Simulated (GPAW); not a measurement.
Consider SiO2 (Stishovite, P4_2/mnm).

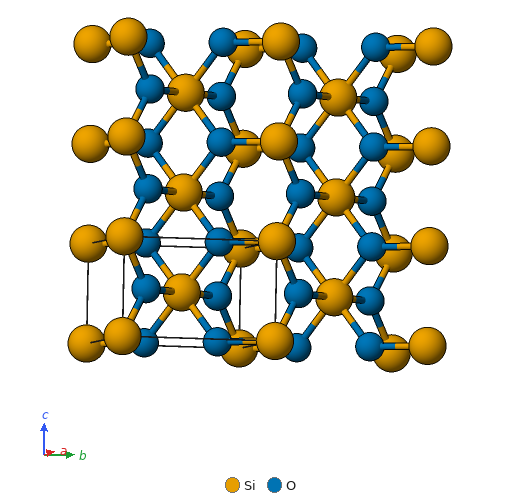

The structure (silicon orange, oxygen blue). 1×2×3 cells are drawn. Some periodic images of atoms are drawn too.

```xyz
6
Lattice="4.1773 0.0000 0.0000 0.0000 4.1773 0.0000 0.0000 0.0000 2.6652" Properties=species:S:1:pos:R:3 pbc="T T T"
Si    2.0886    2.0886    1.3326
Si    0.0000    0.0000    0.0000
O     3.3665    0.8108    1.3326
O     2.8995    2.8995    0.0000
O     0.8108    3.3665    1.3326
O     1.2778    1.2778    0.0000
```

Absorber: atom 1, with 4 O at 1.76 Å and 2 O at 1.81 Å (octahedral, site symmetry mmm). Method: GPAW, PBE, full core hole (charged cell), 12-atom cell with 5.0 Å between holes, 6×6×6 k points, dipole transitions, Gaussian full width 0.9 eV up to 4 eV, rising linearly to 3.5 eV at 25 eV.

Question: What does the Si K edge look like?

Main maxima up to 24 eV above the zero (height): 5.5 eV (4.42). A K edge sees empty p states on the absorber. The total-energy difference plus the lowest empty eigenvalue puts the zero at 1856.67 eV. One term is added: -14.97 eV, since the hole is spin-paired here and a spin-polarised one costs that much less in the free atom (computed apart). The photon energy is then 1841.70 eV. The tabulated edge of the element is 1839 eV. The functional and the charged cell's background leave an error of a few eV in such absolute values.

The Si K spectrum (energy from the lowest empty level; intensity scaled to a mean of 1 over the first 20 eV; polarised curves are means over the symmetry-equivalent atoms):

```
E (eV)  isotropic  ε ⊥ c  ε ∥ c
  -2.0       0.00   0.00   0.00
  -0.5       0.00   0.00   0.00
   1.0       0.07   0.09   0.02
   2.5       0.06   0.08   0.02
   4.0       3.23   3.80   2.08
   5.5       4.42   5.29   2.68
   7.0       1.70   0.69   3.73
   8.5       0.92   0.59   1.59
  10.0       0.80   0.77   0.86
  11.5       0.59   0.48   0.81
  13.0       0.40   0.32   0.54
  14.5       0.38   0.32   0.51
  16.0       0.34   0.30   0.41
  17.5       0.32   0.35   0.27
  19.0       0.39   0.46   0.26
  20.5       0.44   0.50   0.31
  22.0       0.43   0.47   0.35
  23.5       0.41   0.44   0.36
  25.0       0.43   0.44   0.41
  26.5       0.44   0.45   0.43
```

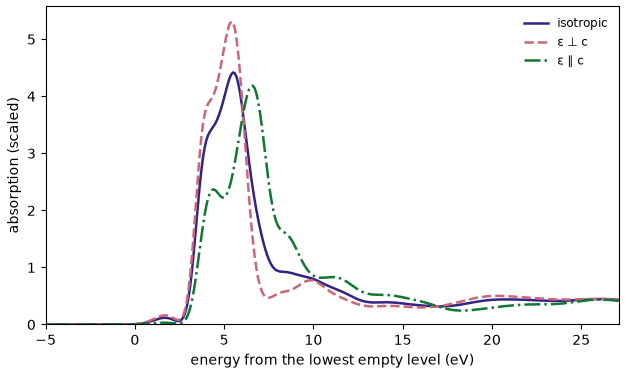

The Si K edge.

The holes are only 5.0 Å apart, so the shape is probably not converged with cell size; no larger cell was run here. The mesh is coarse (0.26 Å⁻¹ between points), so small maxima may be mesh ripples. The structure is a published determination, not relaxed.

[Banner, clock and machine lines of the logs are left out without a mark of their own.]

[Logs are printed without paths, hosts, clocks, repeated set-up lines and the standing remarks that a program may print on its own settings, such as how far it seeks lower states.]

[Hosts, paths, dates, database ids (printed as entryN), source tags and the programs' standing remarks are cut or masked in the printed files.]

[Lists of maxima count a maximum above −3 eV only where it reaches 4 % of the highest in the window and stands out from its surroundings by 2 % of it (1.5 % where it reaches 55 %); shoulders and weaker maxima are passed over, and of the rest the first, up to two pre-edge ones and the few strongest are named.]
